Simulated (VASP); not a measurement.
Band structure of NaI (rock salt). All values below come from MS2 meta-GGA, VASP's PBE PAW potentials (set 64) (plane waves; VASP 6.6.1).

Unless said otherwise, spin-orbit coupling is left out, though it shifts the bands of the heavy elements here.

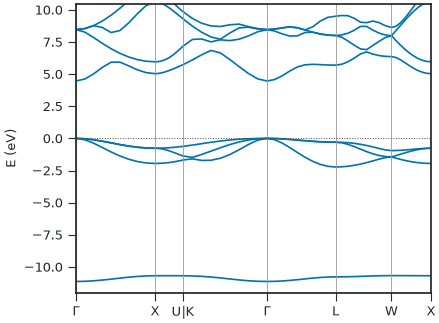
Bands along high-symmetry lines, zero at the valence-band maximum or, without a gap, the Fermi level

Read the plot: is there a gap, and where are the band edges?

The gap is direct, 4.47 eV, from the valence maximum at Γ to the conduction minimum at Γ.

Measured: gap 5.90 eV (computed value off by -1.43 eV), as given by Abedi et al., (2022), arXiv:2211.14644.

The compound is NaI in the rock salt structure. It was relaxed first.
